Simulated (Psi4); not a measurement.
# C2H2O (SMILES C=C=O) at 4 levels

We compute a comparison of 4 runs (HF/STO-3G, HF/def2-SVP, TPSS/def2-SVP, mPW1K/aug-cc-pV(T+d)Z) of C2H2O. 

The results are computed with Psi4 1.11.

**1. Starting point**

C2H2O has 5 atoms, charge 0, and is taken as a singlet. SMILES: `C=C=O`. The shape is that of a PBE0-D4/def2-TZVP optimisation.

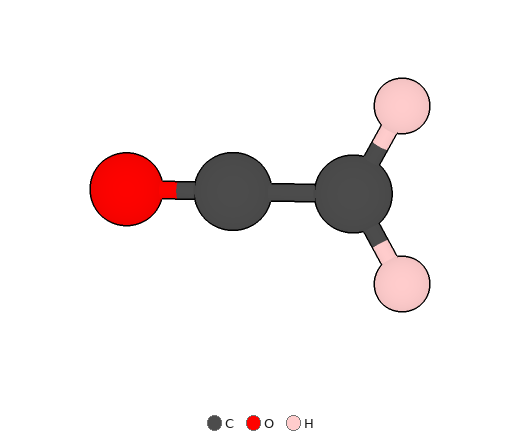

Viewed from a chosen angle; carbon dark grey, oxygen red, hydrogen pink.

**2. The energy at HF/STO-3G (run 1)**

input.inp reads:

```
memory 1.6 GB

molecule {
  C     -0.361800     0.279000    -0.270700
  C      0.535300    -0.429800     0.362500
  O      1.329000    -1.057000     0.922700
  H     -1.204100    -0.217300    -0.729100
  H     -0.248500     1.351400    -0.326800
  symmetry c1
}

set {
  basis         STO-3G
  puream        true
  e_convergence 1e-09
  d_convergence 1e-08
  scf_type      pk
}

energy_value = energy("scf")
print_variables()
```

Command:

```sh
psi4 -i input.inp -o input.out -n 1
```

input.out:

```text
[...]
  Running in c1 symmetry.
[...]
  Nuclear repulsion =   58.789494011643441
[...]
  Multiplicity = 1
[...]
  Nalpha       = 11
  Nbeta        = 11
[...]
    Number of basis functions: 17
[...]
   @RHF iter   1:  -149.65069116088495   -1.65911e+00   2.03437e-02 ADIIS/DIIS
[...]
   @RHF iter  11:  -149.72430960895647   -1.13687e-13   7.90842e-09 DIIS
[...]
    Orbital Energies [Eh]
    ---------------------
    Doubly Occupied:
       1A    -20.382870     2A    -11.170954     3A    -10.996428
       4A     -1.416698     5A     -0.975505     6A     -0.668730
       7A     -0.596444     8A     -0.584278     9A     -0.580965
      10A     -0.473242    11A     -0.272647
[...]
  @RHF Final Energy:  -149.72430960895647
   => Energetics <=
    Nuclear Repulsion Energy =             58.7894940116434412
    One-Electron Energy =                -320.7900835328941866
    Two-Electron Energy =                 112.2762799122942567
    Total Energy =                       -149.7243096089564744
[...]
 Multipole Moments:
 ------------------------------------------------------------------------------------
     Multipole            Electronic (a.u.)      Nuclear  (a.u.)        Total (a.u.)
 ------------------------------------------------------------------------------------
 L = 1.  Multiply by 2.5417464519 to convert [e a0] to [Debye]
 Dipole X            :          2.1501897           -2.3341817           -0.1839920
 Dipole Y            :         -1.6990005            1.8444125            0.1454120
 Dipole Z            :          1.5176412           -1.6474784           -0.1298372
 Magnitude           :                                                    0.2680586
[...]
```

It took 1.6 s on 1 thread of Intel Xeon Platinum 8488C (Sapphire Rapids), shared host; peak memory 0.17 GiB.

**3. Energy and forces at HF/def2-SVP (run 2)**

calc.in reads:

```
memory 1600 MB

molecule molecule1 {
  C     -0.361800     0.279000    -0.270700
  C      0.535300    -0.429800     0.362500
  O      1.329000    -1.057000     0.922700
  H     -1.204100    -0.217300    -0.729100
  H     -0.248500     1.351400    -0.326800
  units angstrom
  symmetry c1
}

set globals {
  basis def2-SVP
  puream true
  e_convergence 1e-09
  d_convergence 1e-08
  scf_type pk
}

energy_value, wavefunction = gradient('scf', return_wfn=True)
oeprop(wavefunction, 'MAYER_INDICES', 'MULLIKEN_CHARGES', 'LOWDIN_CHARGES', title='SCF')
```

Command:

```sh
psi4 calc.in calc.out -n 1
```

calc.out:

```text
[...]
  Running in c1 symmetry.
[...]
  Nuclear repulsion =   58.789494011643441
[...]
  Multiplicity = 1
[...]
  Nalpha       = 11
  Nbeta        = 11
[...]
    Number of basis functions: 52
[...]
   @RHF iter   1:  -151.53772102982560   -6.91365e-01   7.33990e-03 DIIS/ADIIS
[...]
   @RHF iter  12:  -151.60896512364997   -3.01270e-12   4.59571e-09 DIIS
[...]
  @RHF Final Energy:  -151.60896512364997
   => Energetics <=
    Nuclear Repulsion Energy =             58.7894940116434412
    One-Electron Energy =                -321.9172736218172304
    Two-Electron Energy =                 111.5188144865238087
    Total Energy =                       -151.6089651236499662
[...]
  -Total Gradient:
     Atom            X                  Y                   Z
    ------   -----------------  -----------------  -----------------
       1        0.000846173870    -0.000725977240     0.000600707554
       2       -0.028231186242     0.022330975906    -0.019925168476
       3        0.028302680356    -0.022373737161     0.019975830692
       4       -0.000434329417     0.000413972901    -0.000314124956
       5       -0.000483338567     0.000354765594    -0.000337244814
[...]
  Mulliken Charges: (a.u.)
   Center  Symbol    Alpha    Beta     Spin     Total
       1     C     3.18356  3.18356  0.00000 -0.36712
       2     C     2.81917  2.81917  0.00000  0.36166
       3     O     4.11722  4.11722  0.00000 -0.23444
       4     H     0.44002  0.44002  0.00000  0.11995
       5     H     0.44002  0.44002  0.00000  0.11996
   Total alpha = 11.00000, Total beta = 11.00000, Total charge = -0.00000
  Lowdin Charges: (a.u.)
   Center  Symbol    Alpha    Beta     Spin     Total
       1     C     3.13294  3.13294  0.00000 -0.26589
[...]
```

Run time: 2 s. Hardware: 1 thread of Intel Xeon Platinum 8488C (Sapphire Rapids), shared host; peak memory 0.19 GiB.

**4. The energy at TPSS/def2-SVP (run 3)**

calc.in reads:

```
memory 1.6 GB

molecule system {
  C     -0.361800     0.279000    -0.270700
  C      0.535300    -0.429800     0.362500
  O      1.329000    -1.057000     0.922700
  H     -1.204100    -0.217300    -0.729100
  H     -0.248500     1.351400    -0.326800
  symmetry c1
  no_reorient
  no_com
}

set globals {
  basis                def2-SVP
  puream               true
  e_convergence        1e-09
  d_convergence        1e-08
  scf_type             pk
  dft_radial_points    99
  dft_spherical_points 590
}

e, wfn = energy('tpss', return_wfn=True)
oeprop(wfn, 'LOWDIN_CHARGES', 'MULLIKEN_CHARGES', 'WIBERG_LOWDIN_INDICES')
print_variables()
```

Command:

```sh
psi4 -n 1 calc.in calc.out
```

calc.out:

```text
[...]
  Running in c1 symmetry.
[...]
  Nuclear repulsion =   58.789494011643441
[...]
  Multiplicity = 1
[...]
  Nalpha       = 11
  Nbeta        = 11
[...]
    Number of basis functions: 52
[...]
   @RKS iter   1:  -152.28279078466696   -1.53988e-01   1.28324e-02 ADIIS/DIIS
[...]
   @RKS iter  10:  -152.51273954175929   -4.43947e-11   8.44876e-09 DIIS
[...]
  @RKS Final Energy:  -152.51273954175929
   => Energetics <=
    Nuclear Repulsion Energy =             58.7894940116434412
    One-Electron Energy =                -322.4462925059133340
    Two-Electron Energy =                 131.2825393622917431
    DFT Exchange-Correlation Energy =     -20.1384804097811596
    Empirical Dispersion Energy =           0.0000000000000000
    VV10 Nonlocal Energy =                  0.0000000000000000
    Total Energy =                       -152.5127395417592879
[...]
 Multipole Moments:
 ------------------------------------------------------------------------------------
     Multipole            Electronic (a.u.)      Nuclear  (a.u.)        Total (a.u.)
 ------------------------------------------------------------------------------------
 L = 1.  Multiply by 2.5417464519 to convert [e a0] to [Debye]
 Dipole X            :        -19.6482824           19.3137569           -0.3345255
 Dipole Y            :         15.8105708          -15.5462099            0.2643609
 Dipole Z            :        -13.2307885           12.9947017           -0.2360868
 Magnitude           :                                                    0.4873715
[...]
```

Wall time 13 s (1 thread of Intel Xeon Platinum 8488C (Sapphire Rapids), shared host); peak memory 1.2 GiB.

**5. A single-point energy at mPW1K/aug-cc-pV(T+d)Z (density fitting) (run 4)**

input.json reads:

```json
{
 "schema_name": "qcschema_input",
 "schema_version": 1,
 "molecule": {
  "schema_name": "qcschema_molecule",
  "schema_version": 2,
  "symbols": ["C", "C", "O", "H", "H"],
  "geometry": [-0.68370291, 0.52723359, -0.51154886, 1.01157039, -0.81220429, 0.68502572, 2.51144602, -1.99744051, 1.7436503, -2.27541923, -0.41063749, -1.37779932, -0.46959694, 2.55377588, -0.6175625],
  "molecular_charge": 0,
  "molecular_multiplicity": 1,
  "fix_symmetry": "c1"
 },
 "driver": "energy",
 "model": {
  "method": "mpw1k",
  "basis": "aug-cc-pV(T+d)Z"
 },
 "keywords": {
  "reference": "rks",
  "scf_type": "disk_df",
  "s_orthogonalization": "symmetric"
 }
}
```

Command:

```sh
psi4 --qcschema input.json -n 1 --memory 1600MB
```

stdout:

```text
[...]
  Running in c1 symmetry.
[...]
  Nuclear repulsion =   58.789494032139807
[...]
  Multiplicity = 1
[...]
  Nalpha       = 11
  Nbeta        = 11
[...]
    Number of basis functions: 184
[...]
   @DF-RKS iter   1:  -152.43731517395457   -5.21005e-01   3.36573e-03 DIIS/ADIIS
[...]
   @DF-RKS iter   8:  -152.60100180844955   -7.29614e-08   2.56353e-07 DIIS
[...]
  @DF-RKS Final Energy:  -152.60100180844955
   => Energetics <=
    Nuclear Repulsion Energy =             58.7894940321398067
    One-Electron Energy =                -322.6030415775254028
    Two-Electron Energy =                 123.0470997828370656
    DFT Exchange-Correlation Energy =     -11.8345540459010312
    Empirical Dispersion Energy =           0.0000000000000000
    VV10 Nonlocal Energy =                  0.0000000000000000
    Total Energy =                       -152.6010018084495528
[...]
 Multipole Moments:
 ------------------------------------------------------------------------------------
     Multipole            Electronic (a.u.)      Nuclear  (a.u.)        Total (a.u.)
 ------------------------------------------------------------------------------------
 L = 1.  Multiply by 2.5417464519 to convert [e a0] to [Debye]
 Dipole X            :          1.9091880           -2.3341817           -0.4249937
 Dipole Y            :         -1.5085705            1.8444125            0.3358420
 Dipole Z            :          1.3475346           -1.6474784           -0.2999438
 Magnitude           :                                                    0.6191735
[...]
```

The result, in JSON:

```text
{
 "driver": "energy",
 "model": {
  "method": "mpw1k",
  "basis": "aug-cc-pV(T+d)Z"
 },
 "success": true,
 "return_result": -152.60100180844955,
 "properties": {
  "calcinfo_nbasis": 184,
  "calcinfo_nmo": 184,
  "calcinfo_nalpha": 11,
  "calcinfo_nbeta": 11,
  "calcinfo_natom": 5,
  "nuclear_repulsion_energy": 58.78949403213981,
  "return_energy": -152.60100180844955,
  "scf_one_electron_energy": -322.6030415775254,
  "scf_two_electron_energy": 123.04709978283707,
  "scf_xc_energy": -11.834554045901031,
  "scf_dipole_moment": [-0.4249937214027053, 0.33584204321126454, -0.2999438473850875],
  "scf_total_energy": -152.60100180844955,
  "scf_iterations": 8
 }
}
```

Wall time 9.3 s (1 thread of Intel Xeon Platinum 8488C (Sapphire Rapids), shared host); peak memory 0.83 GiB.

**6. Overview of the runs**

| run | level | task | integration grid | energy (Eh) | dipole moment (D) | HOMO energy (eV) | LUMO energy (eV) | wall time |
| --- | --- | --- | --- | --- | --- | --- | --- | --- |
| 1 | HF/STO-3G | energy | – | -149.724310 | 0.68 | -7.42 | 7.30 | 1.6 s |
| 2 | HF/def2-SVP | gradient | – | -151.608965 | 1.68 | -9.96 | 3.55 | 2 s |
| 3 | TPSS/def2-SVP | energy | 99 radial × 590 angular | -152.512740 | 1.24 | -5.72 | -1.75 | 13 s |
| 4 | mPW1K/aug-cc-pV(T+d)Z (density fitting) | energy | 75 radial × 302 angular | -152.601002 | 1.57 | -8.07 | -0.17 | 9.3 s |

**7. What came out**

| quantity | value |
| --- | --- |
| run 4: total energy | -152.60100 Eh |
| run 4: dipole moment | 1.57 D |
| run 4: HOMO energy | -8.07 eV |
| run 4: LUMO energy | -0.17 eV |
| run 4: HOMO–LUMO gap | 7.90 eV |

In words: The dipole moment (its size) runs from 0.68 D (HF/STO-3G) to 1.68 D (HF/def2-SVP). The HOMO–LUMO gap runs from 3.97 eV (TPSS/def2-SVP) to 14.72 eV (HF/STO-3G). The two ends differ in method and basis. Totals of different functionals can't be ranked against each other. In run 1 the basis is minimal, so the values are rough. All runs together took 26 s, the longest 13 s.
